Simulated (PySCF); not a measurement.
C₅H₉N

Input

```
{"job": {"kind": "nmr", "xc": "PBE0", "basis": "pcSseg-2"}, "charge": 0, "multiplicity": 1}
C      0.658785    -1.258221     2.391840
N      0.381748    -0.729906     1.391350
C      0.042605    -0.084079     0.159344
C     -0.832934     1.123118     0.479677
C      1.336676     0.351669    -0.520772
C     -0.713737    -1.085003    -0.709015
H     -1.101340     1.635735    -0.446007
H     -1.748037     0.811991     0.985328
H     -0.300932     1.824409     1.124196
H      1.105019     0.845413    -1.466359
H      1.888319     1.048453     0.111865
H      1.973241    -0.510631    -0.724296
H     -0.984753    -0.615583    -1.656560
H     -0.094508    -1.958721    -0.916998
H     -1.625258    -1.415882    -0.209432
```

Command:

```sh
OMP_NUM_THREADS=2 python probes_run.py task.json out
```

Geometry: PBE0-D3(BJ)/def2-TZVP.

Theory: PBE0/pcSseg-2, SCF density, gas phase, non-relativistic (PySCF).

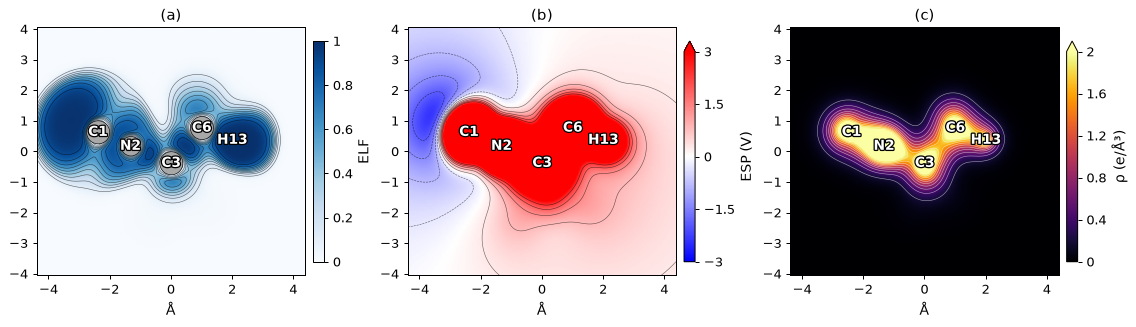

Figure 1. (a) ELF; (b) electrostatic potential; (c) electron density on the plane of atoms C3, C6 and H13. Grey discs cover the atomic cores in the ELF map.

Interpret the plot.

Atoms in the plane: C, N and H.
C–N (1.16 Å): ρ at the midpoint is about 3.5 e/Å³; the ELF peaks at about 0.85 between the atoms (a multiple bond).
C–C (1.53 Å): ρ at the midpoint is about 1.7 e/Å³; the ELF peaks at about 0.95 between the atoms, as expected for a covalent bond.
C–H (1.09 Å): the density is about 2 e/Å³ at the midpoint; the ELF climbs to about 1 towards the hydrogen, as it does in any bond to H: an ordinary covalent bond to hydrogen.
The ELF also peaks beside C1, away from the bonds: lone-pair regions.
Outside the dense part of the molecule the potential is most negative (−2.4 V) near C1.

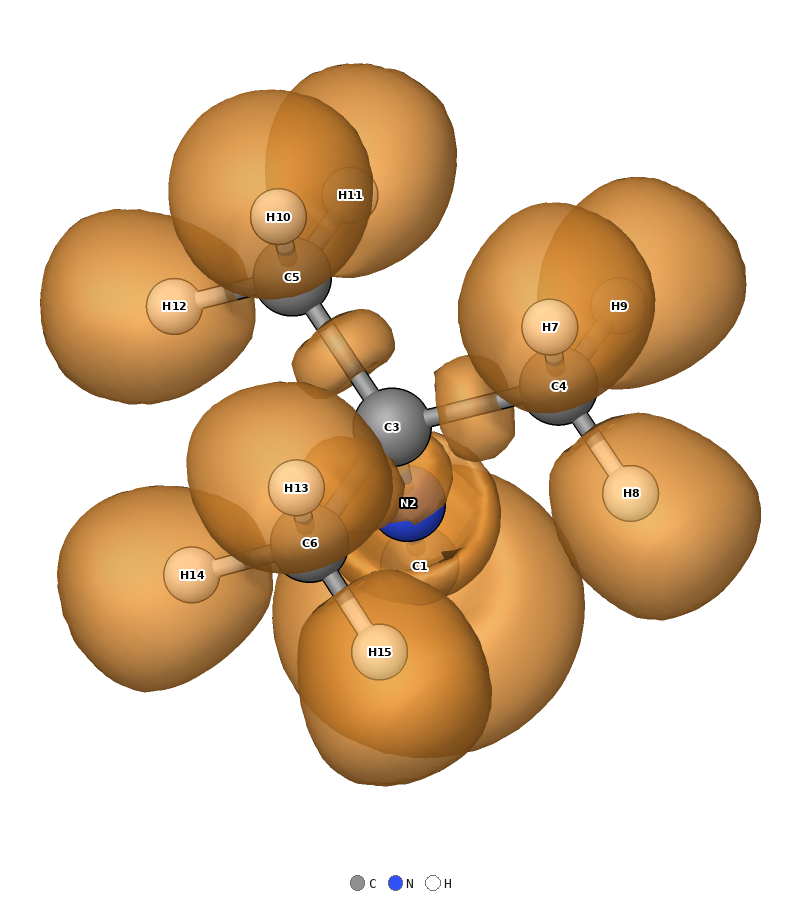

Figure 2. Isosurface of the electron localisation function at 0.8 (orange), seen at a tilt. Core shells and regions of very low density are left out.

Identify the bonds, lone pairs and shells in this picture.

The ELF exceeds this value in three regions between bonded C–C atoms (shared pairs), two regions between bonded C–N atoms (shared pairs), nine regions around hydrogen nuclei and one lobe on C, pointing away from the bonds (lone pairs).

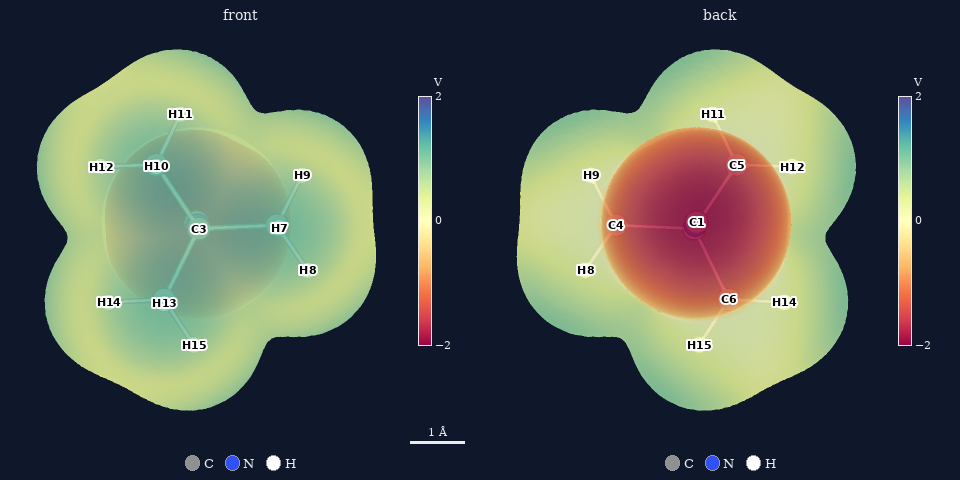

Figure 3. The electrostatic potential painted on the density surface at 0.002 e/bohr³, seen from the front and from behind; red is negative and blue positive.

Where is the surface potential most negative and most positive?

The most negative region (about −1.9 V) lies over C1, the most positive (about +1.2 V) over H7, H10 and H13.
